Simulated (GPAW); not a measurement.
A computed O K-edge spectrum of one site in a crystal of Ba, O and Ti, with its zero at a photon energy of about 524.2 eV (raw 533.0 eV, less 8.8 eV of added terms; LDA puts this hole about 4 eV below PBE, itself good to a few eV). Method: GPAW, LDA, full core hole (charged cell) in a small cell, dipole transitions, broadening that rises with energy.

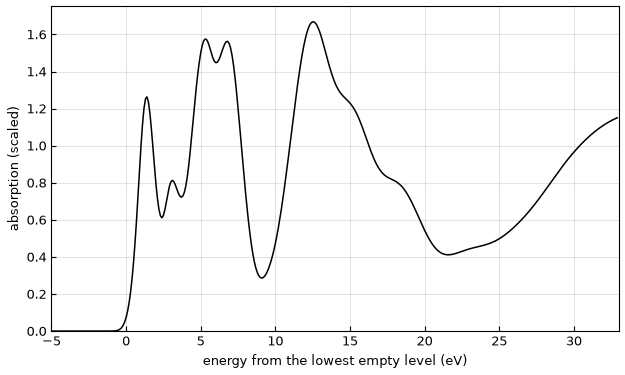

Energy from the lowest empty level; intensity scaled to a mean of 1 over the first 20 eV.

**Question.** What surroundings does the absorber have?

A K edge sees empty p states; the first features are O p mixed into the empty d states of the Ti neighbours, and the broad ones above probably into the cations' higher empty bands. It is atom 3 of BaTiO3 (Pm-3m), with 2 Ti at 2.00 Å (linear, site symmetry 4/mmm). Its main maxima below 24 eV lie at 1.4 eV (1.26), 3.1 eV (0.81), 5.3 eV (1.58), 6.8 eV (1.56) and 12.5 eV (1.67). A near-edge spectrum doesn't fix the structure by itself; it is matched against candidates. The holes are only 5.7 Å apart, so the shape is probably not converged with cell size; no larger cell was run here. The mesh is coarse (0.26 Å⁻¹ between points), so small maxima may be mesh ripples. Lifetime broadening is put in by hand, and intensities beyond about 20 eV depend on it and on the partial waves; weight that the partial waves miss at high energy is lost. The structure is a published determination, not relaxed.

[Hosts, paths, dates, database ids (printed as entryN), source tags and the programs' standing remarks are cut or masked in the printed files.]

[Lists of maxima count a maximum above −3 eV only where it reaches 4 % of the highest in the window and stands out from its surroundings by 2 % of it (1.5 % where it reaches 55 %); shoulders and weaker maxima are passed over, and of the rest the first, up to two pre-edge ones and the few strongest are named.]
